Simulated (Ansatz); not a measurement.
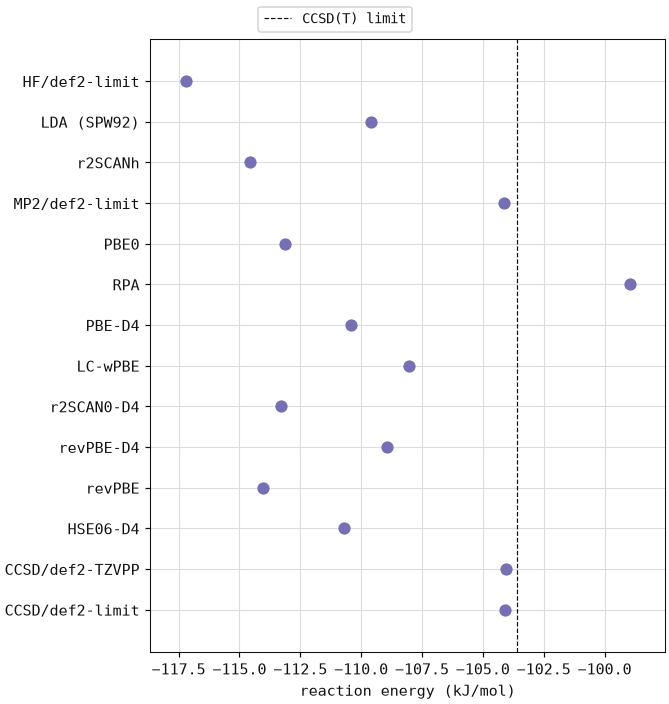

Electronic reaction energy of CH₇GaGe ([GaH2][CH2][GeH3]) + H₂S (S) → GaH₃S ([SH][GaH2]) + CH₆Ge ([CH3][GeH3]) (SMILES in brackets) at several levels (functionals in def2-TZVPP unless a basis is named), isolated molecules at PBE0-D4 triple-zeta geometries, minima by their frequencies, no zero-point or thermal terms, the Ansatz code 0.2.0. The line is frozen-core CCSD(T) at the basis limit (MP2 extrapolated from triple and quadruple zeta, plus CCSD(T) less MP2 in a smaller set). RPA holds a correlation term that converges slowly with the basis, so part of the distance to the limit is basis error. No dispersion term is added to r2SCANh, PBE0, LC-wPBE and revPBE. The distance of CCSD/def2-TZVPP to the limit includes basis error.

Question: Which level comes closest to the line (CCSD(T) limit), and which misses most?

Answer: Closest CCSD/def2-TZVPP (−104.0 kJ/mol), against −103.6 kJ/mol; farthest HF/def2-limit (−117.2 kJ/mol).

Question: Give the values.

Answer:
```
          level  kJ/mol  less CCSD(T) limit
  HF/def2-limit  −117.2               −13.6
    LDA (SPW92)  −109.6                −6.0
        r2SCANh  −114.5               −11.0
 MP2/def2-limit  −104.1                −0.5
           PBE0  −113.1                −9.5
            RPA   −99.0                 4.6
         PBE-D4  −110.4                −6.8
        LC-wPBE  −108.0                −4.4
     r2SCAN0-D4  −113.3                −9.7
      revPBE-D4  −108.9                −5.3
         revPBE  −114.0               −10.4
       HSE06-D4  −110.7                −7.1
CCSD/def2-TZVPP  −104.0                −0.4
CCSD/def2-limit  −104.1                −0.5
  CCSD(T) limit  −103.6                 0.0
```

Caveats: no scalar relativity up to krypton; outer-core shells are correlated without core-valence functions, which makes the correlated values less sure.
